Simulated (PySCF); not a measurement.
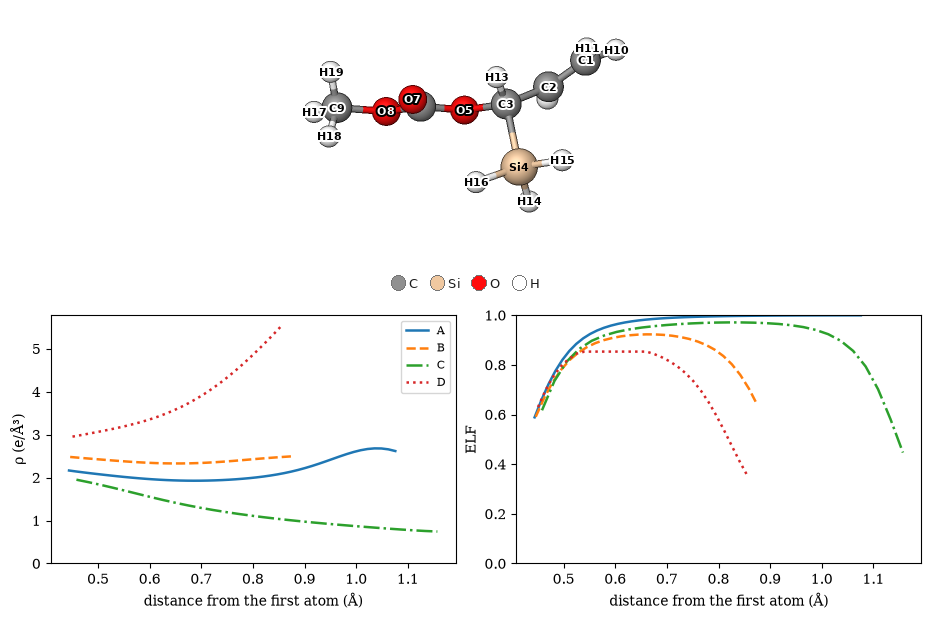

Figure. C$_{5}$H$_{10}$O$_{3}$Si (SMILES C=C[C@H]([SiH3])OC(=O)OC). Total electron density and ELF along straight lines between neighbouring atoms. The curves leave out the atomic cores. The structure is drawn too.

Geometry: GFN2-xTB.

The calculation used PBE0/pcSseg-1, SCF density, gas phase, non-relativistic in PySCF 2.14.0.

```tsv
atom	x (Å)	y (Å)	z (Å)
C	-3.0251	0.3994	1.4390
C	-2.0249	-0.3246	0.9691
C	-0.9312	0.2057	0.1151
Si	-1.3818	0.1231	-1.7583
O	0.2353	-0.6204	0.3161
C	1.4014	-0.0473	0.0820
O	1.5729	1.0764	-0.3058
O	2.3752	-0.9247	0.3480
C	3.6975	-0.4414	0.1574
H	-3.8125	-0.0373	2.0275
H	-3.0952	1.4577	1.2492
H	-1.9592	-1.3854	1.1642
H	-0.6790	1.2341	0.3918
H	-1.6328	-1.2833	-2.0709
H	-2.5830	0.9377	-1.9335
H	-0.2587	0.6301	-2.5385
H	4.3548	-1.2621	0.4321
H	3.8543	-0.1554	-0.8846
H	3.8823	0.4271	0.7927
```

Question: Which curve belongs to which contact (C–C, C–H, C–O and C–Si)? The first atom named is at distance zero.

Answer: Curve A: C–H (1.08 Å): ρ is about 2 e/Å³ halfway; the ELF climbs to about 1 towards the hydrogen, as it does in any bond to H (a covalent bond by its length). Curve B: C–C (1.32 Å): the density is about 2.3 e/Å³ at the midpoint; the ELF peaks at about 0.90 between the atoms; a short, multiple covalent bond. Curve C: C–Si (1.93 Å): ρ is about 0.9 e/Å³ halfway; the ELF peaks at about 1 between the atoms, as expected for a covalent bond. Curve D: C–O (1.20 Å): ρ is about 3.4 e/Å³ halfway; the ELF peaks at about 0.85 between the atoms; a multiple bond.
